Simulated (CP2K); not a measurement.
Consider thiazole at its PBE geometry (Å).

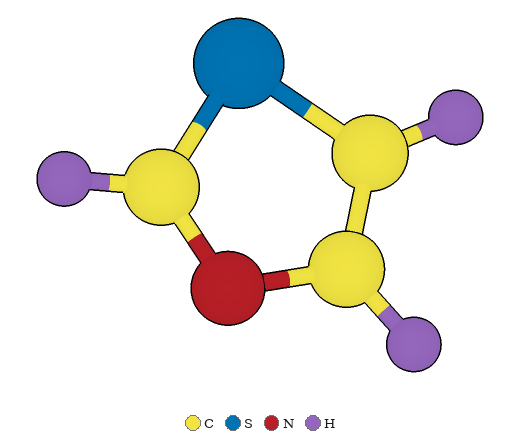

The molecule (carbon yellow, sulfur blue, nitrogen red, hydrogen purple).

```xyz
8

C    -0.6386   -0.7448    0.1788
C    -0.9981    0.5618   -0.0543
S     0.4073    1.5101   -0.3149
C     1.3807    0.0940   -0.0936
N     0.7106   -1.0074    0.1571
H    -1.3357   -1.5574    0.3741
H    -1.9915    0.9975   -0.0852
H     2.4653    0.1462   -0.1621
```

Method: CP2K XAS_TDP, all-electron GAPW, PBEh(45%), aug-cc-pVDZ, TDA, GW2X-corrected core level, no relativity.

**Question.** Where do the N K-edge lines lie, and how strong are they?

Leading lines: N5 400.03 eV. The leading line of an atom is its first one with 35 % of the strongest within 2.5 eV of its lowest line over the strength cut. Core ionisation energies at this level: N5 405.58 eV.

The first six lines of each atom with a strength over 0.0015:

```
              atom  energy (eV)  states  strength, one atom  above the computed threshold
N5 (bonded to 2 C)       400.03       1              0.0487                              
                         402.96       1              0.0062                              
                         403.91       1              0.0080                              
                         405.00       1              0.0032                              
                         405.82       1              0.0017                           yes
                         406.77       1              0.0057                           yes
```

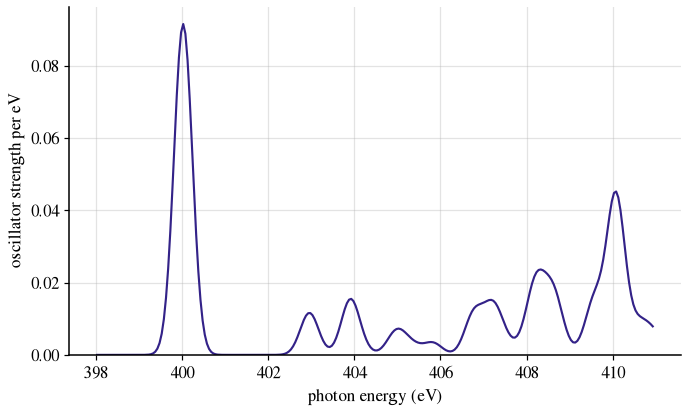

All atoms added, broadened by 0.5 eV.

Lines are vertical, at one geometry, with no vibrational structure. GW2X ionisation energies and lines can be off by 1 to 2 eV either way, and a good line position may hide errors that cancel. These values hold no scalar relativity, about 0.2 eV for N 1s. Rydberg lines, and the discretised continuum above threshold, depend on the basis and the box.

[Banner, clock and machine lines of the logs are left out without a mark of their own.]

[Logs are printed without paths, hosts, clocks, repeated set-up lines and the standing remarks that a program may print on its own settings, such as how far it seeks lower states.]

[Hosts, paths, dates, database ids (printed as entryN), source tags and the programs' standing remarks are cut or masked in the printed files.]
